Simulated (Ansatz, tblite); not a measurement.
**(BeO)9 cage of four- and six-membered rings (Be₉O₉): rung by rung**

Aim: run the singlet of (BeO)9 cage of four- and six-membered rings (Be₉O₉) at one geometry on many levels, and compare frontier levels, spin and run time.

The runs use Ansatz 0.2.0, Gaussian basis; as each input shows.

Levels to be run: GFN1-xTB, GFN2-xTB, PBE-D4/def2-TZVP, r2SCAN-D4/def2-TZVP, LDA/def2-TZVP, BHLYP-D4/def2-TZVP, PBE-D4/def2-SVP, PBE0-D4/def2-SVP, HF/STO-3G, HF/6-31G, B3LYP-D4/6-31G, MP2/def2-SVP.

3 further runs of the same task are left out: 3 that didn't finish.

**1. The geometry**

The singlet was relaxed beforehand with PBE-D4/def2-SVP.

18 atoms, charge 0, spin multiplicity 1.

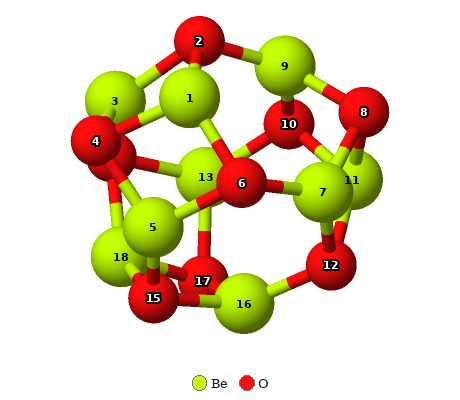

The structure; beryllium green, oxygen red; atoms are numbered from 1 in the order of the file.

PBE0-D4/def2-TZVP was run before; its log isn't repeated, and its numbers join the tables.

**2. GFN1-xTB**

Tight binding, by tblite at 300 K electronic temperature and without a spin-polarisation term:

```python
tblite.interface.Calculator('GFN1-xTB', numbers, positions, charge=0, uhf=0).singlepoint()
```

Energy -1359.4173 eV, HOMO -9.69 eV, LUMO -6.26 eV; 0.018 s.

**3. GFN2-xTB**

Tight binding, by tblite at 300 K electronic temperature and without a spin-polarisation term:

```python
tblite.interface.Calculator('GFN2-xTB', numbers, positions, charge=0, uhf=0).singlepoint()
```

Energy -1189.9092 eV, HOMO -11.84 eV, LUMO -8.13 eV; 0.023 s.

**4. PBE-D4/def2-TZVP**

start.molden holds the orbitals of an earlier run on this state, given as this run's starting guess.

in.yaml reads:

```yaml
crystal:
  periodic: [false, false, false]
  atoms:
    - {symbol: Be, position_ang: [0.003245, 2.160924, 0.202814]}
    - {symbol: O, position_ang: [-1.432393, 1.611472, -0.217067]}
    - {symbol: Be, position_ang: [-1.283502, 0.906733, 1.260565]}
    - {symbol: O, position_ang: [0.001208, 1.726085, 1.756729]}
    - {symbol: Be, position_ang: [1.284179, 0.902664, 1.262788]}
    - {symbol: O, position_ang: [1.437859, 1.606922, -0.214568]}
    - {symbol: Be, position_ang: [1.286065, 0.637979, -1.413247]}
    - {symbol: O, position_ang: [0.003108, 0.658132, -2.373178]}
    - {symbol: Be, position_ang: [-1.281572, 0.642045, -1.415476]}
    - {symbol: O, position_ang: [-1.436168, -0.989315, -1.287325]}
    - {symbol: Be, position_ang: [0.000275, -0.905069, -1.973052]}
    - {symbol: O, position_ang: [1.435248, -0.993866, -1.284819]}
    - {symbol: Be, position_ang: [-1.286027, -1.542274, 0.151600]}
    - {symbol: O, position_ang: [-1.437717, -0.615594, 1.500553]}
    - {symbol: O, position_ang: [1.433163, -0.620143, 1.503057]}
    - {symbol: Be, position_ang: [1.280874, -1.546341, 0.153835]}
    - {symbol: O, position_ang: [-0.004309, -2.384064, 0.616340]}
    - {symbol: Be, position_ang: [-0.003524, -1.256288, 1.770462]}
basis:
  gaussian: {orbitals: def2-TZVP, initial_orbitals: start.molden}
hamiltonian: {xc: pbe, dispersion: d4}
scf: {omitted_lower_state_checks: [starts]}
output: {forces: true, orbitals: {seedname: orbitals}}
```

The run is started by

```bash
$ ansatz run in.yaml --threads 4 --pin off --events-out ev --progress --plain --max-ram 6963MiB
```

The log of the run (excerpt; [...] marks lines left out):

```text
Functional definition: PBE
  name "PBE"
  cite "Perdew, Burke & Ernzerhof, Phys. Rev. Lett. 77, 3865 (1996) doi:10.1103/PhysRevLett.77.3865"
  parent pbe
[...]
2628 factors; their error is unknown
[...]
mean field -22050.60511606 eV, -810.3447915781 hartree, gradient 1.1e-5 eV, S^2 0.000000; 0 other end points of the search recorded, 0 dependent functions left out
[...]
reference -22050.60520368 eV, -810.3447947984 hartree; 54, 54 occupied and 396, 396 virtual orbitals, 2628 factors
Total energy: -22051.62331458 eV, -810.3822096837 hartree
Atom 0 at     0.003245     2.160924     0.202814 Å, force    -0.001904    -0.926903     0.450044 eV/Å
Atom 1 at    -1.432393     1.611472    -0.217067 Å, force     0.131592    -0.068229     0.006633 eV/Å
Atom 2 at    -1.283502     0.906733     1.260565 Å, force     0.677520     0.005038    -0.453488 eV/Å
Atom 3 at     0.001208     1.726085     1.756729 Å, force     0.000082    -0.115291    -0.300264 eV/Å
Atom 4 at     1.284179     0.902664     1.262788 Å, force    -0.676748     0.007140    -0.454528 eV/Å
Atom 5 at     1.437859     1.606922    -0.214568 Å, force    -0.131691    -0.067796     0.006264 eV/Å
Atom 6 at     1.286065     0.637979    -1.413247 Å, force    -0.678332    -0.395608     0.221130 eV/Å
Atom 7 at     0.003108     0.658132    -2.373178 Å, force    -0.000555    -0.202904     0.250241 eV/Å
Atom 8 at    -1.281572     0.642045    -1.415476 Å, force     0.676580    -0.397666     0.222281 eV/Å
Atom 9 at    -1.436168    -0.989315    -1.287325 Å, force     0.130542     0.039777     0.055592 eV/Å
Atom 10 at     0.000275    -0.905069    -1.973052 Å, force     0.000914     0.854136     0.577491 eV/Å
Atom 11 at     1.435248    -0.993866    -1.284819 Å, force    -0.130421     0.040255     0.055221 eV/Å
Atom 12 at    -1.286027    -1.542274     0.151600 Å, force     0.677869     0.389120     0.233109 eV/Å
Atom 13 at    -1.437717    -0.615594     1.500553 Å, force     0.131039     0.027734    -0.061809 eV/Å
Atom 14 at     1.433163    -0.620143     1.503057 Å, force    -0.130921     0.028156    -0.062115 eV/Å
Atom 15 at     1.280874    -1.546341     0.153835 Å, force    -0.677033     0.391242     0.231999 eV/Å
Atom 16 at    -0.004309    -2.384064     0.616340 Å, force     0.000445     0.318041     0.050445 eV/Å
Atom 17 at    -0.003524    -1.256288     1.770462 Å, force     0.001020     0.073760    -1.028247 eV/Å
Dipole moment:     0.000011     0.000518     0.000494 e Å
Checks for a lower state left out: starts
```

Wall time 15 s (4 threads of Arm Neoverse V1, shared host); peak memory 1.3 GiB.

HOMO -6.90 eV, LUMO -1.84 eV.

**5. r2SCAN-D4/def2-TZVP**

in.yaml, as its differences from that of step 4:

```diff
@@ -23,4 +23,4 @@
   gaussian: {orbitals: def2-TZVP, initial_orbitals: start.molden}
-hamiltonian: {xc: pbe, dispersion: d4}
+hamiltonian: {xc: r2scan, dispersion: d4}
 scf: {omitted_lower_state_checks: [starts]}
-output: {forces: true, orbitals: {seedname: orbitals}}
+output: {orbitals: {seedname: orbitals}}
```

The command is unchanged.

The log of the run:

```text
Functional definition: r2SCAN
  name "r2SCAN"
  cite "Furness, Kaplan, Ning, Perdew & Sun, J. Phys. Chem. Lett. 11, 8208 (2020) doi:10.1021/acs.jpclett.0c02405"
  cite "Furness, Kaplan, Ning, Perdew & Sun, J. Phys. Chem. Lett. 11, 9248 (2020) doi:10.1021/acs.jpclett.0c03077"
  parent r2scan
  parameter k0 = 0.174
  parameter k1 = 0.065
  parameter a1 = 4.9479
  exchange = r2scan_x(k0 = k0, k1 = k1, a1 = a1)
  correlation = r2scan_c
these checks for a lower state are left out or cut short: starts
2628 factors; their error is unknown
mean field evaluation 1: about -22067.4160 eV, gradient 8.3e0 eV
mean field evaluation 2: about -22067.4947 eV, gradient 9.3e-2 eV
mean field evaluation 4: about -22067.4813 eV, gradient 2.8e-4 eV
mean field -22067.48130780 eV, -810.9649801856 hartree, gradient 1.2e-5 eV, S^2 0.000000; 0 other end points of the search recorded, 0 dependent functions left out
reference -22067.48134577 eV, -810.9649815810 hartree; 54, 54 occupied and 396, 396 virtual orbitals, 2628 factors
Total energy: -22067.75705156 eV, -810.9751135818 hartree
Checks for a lower state left out: starts
```

It took 22 s on 4 threads of Arm Neoverse V1, shared host; peak memory 1.3 GiB.

HOMO -7.18 eV, LUMO -1.31 eV.

**6. LDA/def2-TZVP**

in.yaml, as its differences from that of step 5:

```diff
@@ -23,4 +23,4 @@
   gaussian: {orbitals: def2-TZVP, initial_orbitals: start.molden}
-hamiltonian: {xc: r2scan, dispersion: d4}
+hamiltonian: {xc: lda}
 scf: {omitted_lower_state_checks: [starts]}
-output: {orbitals: {seedname: orbitals}}
+output: {forces: true, orbitals: {seedname: orbitals}}
```

Same command.

The log of the run (excerpt; [...] marks lines left out):

```text
Functional definition: SPW92
  name "SPW92"
  cite "Dirac, Proc. Camb. Phil. Soc. 26, 376 (1930) doi:10.1017/S0305004100016108"
  cite "Slater, Phys. Rev. 81, 385 (1951) doi:10.1103/PhysRev.81.385"
  cite "Perdew & Wang, Phys. Rev. B 45, 13244 (1992) doi:10.1103/PhysRevB.45.13244"
[...]
2628 factors; their error is unknown
[...]
mean field -21899.91168418 eV, -804.8069101004 hartree, gradient 2.8e-5 eV, S^2 0.000000; 0 other end points of the search recorded, 0 dependent functions left out
[...]
reference -21899.91177061 eV, -804.8069132764 hartree; 54, 54 occupied and 396, 396 virtual orbitals, 2628 factors
Total energy: -21899.91177061 eV, -804.8069132764 hartree
Atom 0 at     0.003245     2.160924     0.202814 Å, force    -0.002319    -1.145948     0.529425 eV/Å
Atom 1 at    -1.432393     1.611472    -0.217067 Å, force     0.530810    -0.351650     0.124809 eV/Å
[...]
Atom 9 at    -1.436168    -0.989315    -1.287325 Å, force     0.530206     0.282907     0.241906 eV/Å
Atom 10 at     0.000275    -0.905069    -1.973052 Å, force     0.001064     1.032275     0.727358 eV/Å
Atom 11 at     1.435248    -0.993866    -1.284819 Å, force    -0.529631     0.284648     0.240843 eV/Å
Atom 12 at    -1.286027    -1.542274     0.151600 Å, force     0.818127     0.481198     0.247552 eV/Å
Atom 13 at    -1.437717    -0.615594     1.500553 Å, force     0.530698     0.066375    -0.365649 eV/Å
Atom 14 at     1.433163    -0.620143     1.503057 Å, force    -0.529928     0.068062    -0.366652 eV/Å
Atom 15 at     1.280874    -1.546341     0.153835 Å, force    -0.817025     0.483763     0.246197 eV/Å
Atom 16 at    -0.004309    -2.384064     0.616340 Å, force     0.001426     0.940189     0.058101 eV/Å
Atom 17 at    -0.003524    -1.256288     1.770462 Å, force     0.001284     0.114386    -1.257549 eV/Å
Dipole moment:     0.000011     0.000527     0.000495 e Å
Checks for a lower state left out: starts
```

It took 13 s on 4 threads of Arm Neoverse V1, shared host; peak memory 1.3 GiB.

From the report: HOMO -7.19 eV, LUMO -2.06 eV.

**7. BHLYP-D4/def2-TZVP**

in.yaml, as its differences from that of step 6:

```diff
@@ -23,4 +23,4 @@
   gaussian: {orbitals: def2-TZVP, initial_orbitals: start.molden}
-hamiltonian: {xc: lda}
+hamiltonian: {xc: {name: BHLYP}, dispersion: d4}
 scf: {omitted_lower_state_checks: [starts]}
-output: {forces: true, orbitals: {seedname: orbitals}}
+output: {orbitals: {seedname: orbitals}}
```

The command is unchanged.

The log of the run:

```text
Functional definition: BHLYP
  name "BHLYP"
  cite "Becke, J. Chem. Phys. 98, 1372 (1993) doi:10.1063/1.464304"
  cite "Becke, Phys. Rev. A 38, 3098 (1988) doi:10.1103/PhysRevA.38.3098"
  cite "Lee, Yang & Parr, Phys. Rev. B 37, 785 (1988) doi:10.1103/PhysRevB.37.785"
  parameter a = 0.5
  exchange = (1 - a)*b88_x + a*exact_x
  correlation = lyp_c
these checks for a lower state are left out or cut short: starts
2862 factors; their error is unknown
mean field evaluation 1: about -22068.4103 eV, gradient 1.2e1 eV
mean field evaluation 2: about -22068.6670 eV, gradient 3.0e-1 eV
mean field evaluation 4: about -22068.7471 eV, gradient 8.9e-4 eV
mean field -22068.74707115 eV, -811.0114961309 hartree, gradient 9.7e-6 eV, S^2 0.000000; 0 other end points of the search recorded, 0 dependent functions left out
reference -22068.74732806 eV, -811.0115055721 hartree; 54, 54 occupied and 396, 396 virtual orbitals, 2862 factors
Total energy: -22069.97333084 eV, -811.0565603433 hartree
Checks for a lower state left out: starts
```

It took 29 s on 4 threads of Arm Neoverse V1, shared host; peak memory 2.6 GiB.

Report: HOMO -9.99 eV, LUMO -0.44 eV.

**8. PBE-D4/def2-SVP**

in.yaml, as its differences from that of step 7:

```diff
@@ -22,4 +22,4 @@
 basis:
-  gaussian: {orbitals: def2-TZVP, initial_orbitals: start.molden}
-hamiltonian: {xc: {name: BHLYP}, dispersion: d4}
+  gaussian: {orbitals: def2-SVP, initial_orbitals: start.molden}
+hamiltonian: {xc: pbe, dispersion: d4}
 scf: {omitted_lower_state_checks: [starts]}
```

The command is unchanged.

The log of the run:

```text
Functional definition: PBE
  name "PBE"
  cite "Perdew, Burke & Ernzerhof, Phys. Rev. Lett. 77, 3865 (1996) doi:10.1103/PhysRevLett.77.3865"
  parent pbe
  parameter kappa = 0.804
  parameter beta = 0.06672455060314922
  exchange = pbe_x(kappa = kappa, mu = beta*pi^2/3)
  correlation = pbe_c(beta = beta)
these checks for a lower state are left out or cut short: starts
2493 factors; their error is unknown
mean field evaluation 1: about -22023.1627 eV, gradient 2.1e1 eV
mean field evaluation 2: about -22024.1021 eV, gradient 6.5e-1 eV
mean field evaluation 4: about -22023.9850 eV, gradient 1.6e-1 eV
mean field evaluation 8: about -22023.9852 eV, gradient 2.2e-5 eV
mean field -22023.98517022 eV, -809.3665266121 hartree, gradient 2.2e-5 eV, S^2 0.000000; 0 other end points of the search recorded, 0 dependent functions left out
reference -22023.98524739 eV, -809.3665294482 hartree; 54, 54 occupied and 153, 153 virtual orbitals, 2493 factors
Total energy: -22025.00335829 eV, -809.4039443335 hartree
Checks for a lower state left out: starts
```

It took 6 s on 4 threads of Arm Neoverse V1, shared host.

Report: HOMO -7.27 eV, LUMO -1.87 eV.

**9. PBE0-D4/def2-SVP**

in.yaml, as its differences from that of step 8:

```diff
@@ -23,3 +23,3 @@
   gaussian: {orbitals: def2-SVP, initial_orbitals: start.molden}
-hamiltonian: {xc: pbe, dispersion: d4}
+hamiltonian: {xc: pbe0, dispersion: d4}
 scf: {omitted_lower_state_checks: [starts]}
```

Same command.

The log of the run (excerpt; [...] marks lines left out):

```text
Functional definition: PBE0
  name "PBE0"
  cite "Adamo & Barone, J. Chem. Phys. 110, 6158 (1999) doi:10.1063/1.478522"
  cite "Perdew, Burke & Ernzerhof, Phys. Rev. Lett. 77, 3865 (1996) doi:10.1103/PhysRevLett.77.3865"
  parent pbe
[...]
2286 factors; integrals over basis functions are off by at most 1.5e-4 eV
[...]
mean field -22024.84909454 eV, -809.3982752453 hartree, gradient 9.6e-6 eV, S^2 0.000000; 0 other end points of the search recorded, 0 dependent functions left out
reference -22024.84915790 eV, -809.3982775739 hartree; 54, 54 occupied and 153, 153 virtual orbitals, 2286 factors
Total energy: -22025.72979745 eV, -809.4306404805 hartree
Checks for a lower state left out: starts
```

Run time: 9.5 s. Hardware: 4 threads of Arm Neoverse V1, shared host; peak memory 0.84 GiB.

HOMO -8.87 eV, LUMO -1.02 eV.

**10. HF/STO-3G**

in.yaml, as its differences from that of step 9:

```diff
@@ -22,4 +22,4 @@
 basis:
-  gaussian: {orbitals: def2-SVP, initial_orbitals: start.molden}
-hamiltonian: {xc: pbe0, dispersion: d4}
+  gaussian: {orbitals: STO-3G}
+hamiltonian: {xc: hf}
 scf: {omitted_lower_state_checks: [starts]}
```

Launched as before.

The log of the run:

```text
Functional definition: HF
  name "HF"
  cite "Fock, Z. Phys. 61, 126 (1930) doi:10.1007/BF01340294"
  parent pbe
  exchange = exact_x
  correlation = 0
these checks for a lower state are left out or cut short: starts
1230 factors; integrals over basis functions are off by at most 4.3e-4 eV
mean field evaluation 1: about -21652.5318 eV, gradient 4.9e1 eV
mean field evaluation 2: about -21656.2507 eV, gradient 5.4e1 eV
mean field evaluation 4: about -21667.6294 eV, gradient 4.0e0 eV
mean field evaluation 8: about -21667.8840 eV, gradient 3.3e-1 eV
mean field -21667.88465862 eV, -796.2800741844 hartree, gradient 2.2e-5 eV, S^2 0.000000; 0 other end points of the search recorded, 0 dependent functions left out
reference -21667.88465862 eV, -796.2800741844 hartree; 54, 54 occupied and 36, 36 virtual orbitals, 1230 factors
Total energy: -21667.88465862 eV, -796.2800741844 hartree
Checks for a lower state left out: starts
```

Wall time 0.85 s (4 threads of Arm Neoverse V1, shared host).

HOMO -9.31 eV, LUMO 5.44 eV.

**11. HF/6-31G**

in.yaml, as its differences from that of step 10:

```diff
@@ -22,3 +22,3 @@
 basis:
-  gaussian: {orbitals: STO-3G}
+  gaussian: {orbitals: 6-31G}
 hamiltonian: {xc: hf}
```

Same command.

The log of the run:

```text
Functional definition: HF
  name "HF"
  cite "Fock, Z. Phys. 61, 126 (1930) doi:10.1007/BF01340294"
  parent pbe
  exchange = exact_x
  correlation = 0
these checks for a lower state are left out or cut short: starts
1800 factors; integrals over basis functions are off by at most 1.3e-4 eV
mean field evaluation 1: about -21928.5545 eV, gradient 9.1e1 eV
mean field evaluation 2: about -21930.7064 eV, gradient 9.4e1 eV
mean field evaluation 4: about -21948.6220 eV, gradient 5.2e0 eV
mean field evaluation 8: about -21948.9874 eV, gradient 5.8e-1 eV
mean field -21948.98870186 eV, -806.6104572344 hartree, gradient 1.6e-5 eV, S^2 0.000000; 0 other end points of the search recorded, 0 dependent functions left out
reference -21948.98870186 eV, -806.6104572344 hartree; 54, 54 occupied and 108, 108 virtual orbitals, 1800 factors
Total energy: -21948.98870186 eV, -806.6104572344 hartree
Checks for a lower state left out: starts
```

It took 2.6 s on 4 threads of Arm Neoverse V1, shared host; peak memory 0.56 GiB.

Report: HOMO -12.83 eV, LUMO 2.15 eV.

**12. B3LYP-D4/6-31G**

in.yaml, as its differences from that of step 11:

```diff
@@ -23,3 +23,3 @@
   gaussian: {orbitals: 6-31G}
-hamiltonian: {xc: hf}
+hamiltonian: {xc: {name: B3LYP}, dispersion: d4}
 scf: {omitted_lower_state_checks: [starts]}
```

Launched as before.

The log of the run (excerpt; [...] marks lines left out):

```text
Functional definition: B3LYP
  name "B3LYP"
  cite "Stephens, Devlin, Chabalowski & Frisch, J. Phys. Chem. 98, 11623 (1994) doi:10.1021/j100096a001"
  cite "Becke, Phys. Rev. A 38, 3098 (1988) doi:10.1103/PhysRevA.38.3098"
  cite "Lee, Yang & Parr, Phys. Rev. B 37, 785 (1988) doi:10.1103/PhysRevB.37.785"
  cite "Vosko, Wilk & Nusair, Can. J. Phys. 58, 1200 (1980) doi:10.1139/p80-159"
[...]
1800 factors; integrals over basis functions are off by at most 1.3e-4 eV
[...]
mean field -22066.47911678 eV, -810.9281503448 hartree, gradient 6.3e-5 eV, S^2 0.000000; 0 other end points of the search recorded, 0 dependent functions left out
reference -22066.47945001 eV, -810.9281625908 hartree; 54, 54 occupied and 108, 108 virtual orbitals, 1800 factors
Total energy: -22068.10193054 eV, -810.9877876504 hartree
Checks for a lower state left out: starts
```

Wall time 7 s (4 threads of Arm Neoverse V1, shared host); peak memory 0.67 GiB.

HOMO -8.43 eV, LUMO -1.15 eV.

**13. MP2/def2-SVP**

in.yaml, as its differences from that of step 12:

```diff
@@ -22,4 +22,4 @@
 basis:
-  gaussian: {orbitals: 6-31G}
-hamiltonian: {xc: {name: B3LYP}, dispersion: d4}
+  gaussian: {orbitals: def2-SVP, initial_orbitals: start.molden}
+correlation: {method: mp2}
 scf: {omitted_lower_state_checks: [starts]}
```

The command is unchanged.

The log of the run:

```text
Functional definition: HF
  name "HF"
  cite "Fock, Z. Phys. 61, 126 (1930) doi:10.1007/BF01340294"
  parent pbe
  exchange = exact_x
  correlation = 0
these checks for a lower state are left out or cut short: starts
2286 factors; integrals over basis functions are off by at most 1.5e-4 eV
mean field evaluation 1: about -21927.5452 eV, gradient 3.8e1 eV
mean field evaluation 2: about -21930.3052 eV, gradient 2.2e0 eV
mean field evaluation 4: about -21934.2164 eV, gradient 7.5e0 eV
mean field evaluation 8: about -21934.3468 eV, gradient 3.9e-3 eV
mean field -21934.34679834 eV, -806.0723772047 hartree, gradient 2.7e-6 eV, S^2 0.000000; 0 other end points of the search recorded, 0 dependent functions left out
9 core orbitals not correlated: weight in the atoms' cores, before any rotation towards them, 1.000 or more for the frozen orbitals, at most 0.000 for the correlated occupied ones
reference -21934.34679834 eV, -806.0723772047 hartree; 45, 45 occupied and 153, 153 virtual orbitals, 2286 factors
second order -52.40605743 eV of doubles, -0.00000000 eV of singles
Total energy: -21986.75285577 eV, -807.9982642931 hartree
Checks for a lower state left out: starts
```

It took 8 s on 4 threads of Arm Neoverse V1, shared host; peak memory 0.78 GiB.

Hartree-Fock HOMO -12.95 eV, LUMO 1.70 eV.

**14. Levels side by side**

| level | functions | HOMO (eV) | LUMO (eV) | gap (eV) | time |
| --- | --- | --- | --- | --- | --- |
| HF/STO-3G | 90 | -9.31 | 5.44 | 14.75 | 0.85 s |
| HF/6-31G | 162 | -12.83 | 2.15 | 14.98 | 2.6 s |
| LDA/def2-TZVP | 450 | -7.19 | -2.06 | 5.13 | 13 s |
| PBE-D4/def2-SVP | 207 | -7.27 | -1.87 | 5.41 | 6 s |
| PBE-D4/def2-TZVP | 450 | -6.90 | -1.84 | 5.06 | 15 s |
| r2SCAN-D4/def2-TZVP | 450 | -7.18 | -1.31 | 5.87 | 22 s |
| B3LYP-D4/6-31G | 162 | -8.43 | -1.15 | 7.28 | 7 s |
| PBE0-D4/def2-SVP | 207 | -8.87 | -1.02 | 7.85 | 9.5 s |
| PBE0-D4/def2-TZVP | 450 | -8.45 | -1.06 | 7.39 | 30 s |
| BHLYP-D4/def2-TZVP | 450 | -9.99 | -0.44 | 9.55 | 29 s |

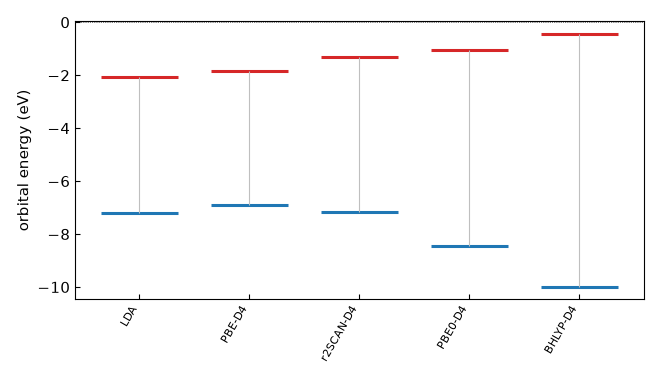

Highest filled (blue) and lowest empty (red) level in def2-TZVP.

The pieces so far (eV):

| basis | HF | MP2 correlation | total |
| --- | --- | --- | --- |
| def2-SVP | -21934.3468 | -52.4061 | -21986.7529 (MP2) |

**15. Binding energy**

Free atoms were run apart at each level; binding is atoms less cluster, divided by the number of atoms, without zero-point or spin-orbit terms.

| level | binding an atom (eV) |
| --- | --- |
| HF/STO-3G | 4.347 |
| HF/6-31G | 3.759 |
| HF/def2-SVP | 3.943 |
| LDA/def2-TZVP | 6.192 |
| PBE-D4/def2-SVP | 5.542 |
| PBE-D4/def2-TZVP | 5.504 |
| r2SCAN-D4/def2-TZVP | 5.467 |
| B3LYP-D4/6-31G | 5.216 |
| PBE0-D4/def2-SVP | 5.351 |
| PBE0-D4/def2-TZVP | 5.336 |
| BHLYP-D4/def2-TZVP | 5.130 |
| MP2/def2-SVP | 5.166 |

**16. Results**

```
                                                 quantity                                 value
gap in def2-TZVP, named functionals, smallest and largest  5.06 eV (PBE-D4), 9.55 eV (BHLYP-D4)
                         correlation energy, MP2/def2-SVP                             -52.41 eV
                binding an atom, functionals in def2-TZVP      5.13 (BHLYP-D4) to 6.19 eV (LDA)
          PBE0 total energy, smallest basis above largest        26.83 eV (def2-SVP, def2-TZVP)
```

In words: Orbital gaps of the named functionals in def2-TZVP span 5.06 eV (PBE-D4) to 9.55 eV (BHLYP-D4); exact exchange widens it.

The slowest run with a step of its own, BHLYP-D4/def2-TZVP, took 29 s; the quickest functional in def2-TZVP took 13 s (shared host).
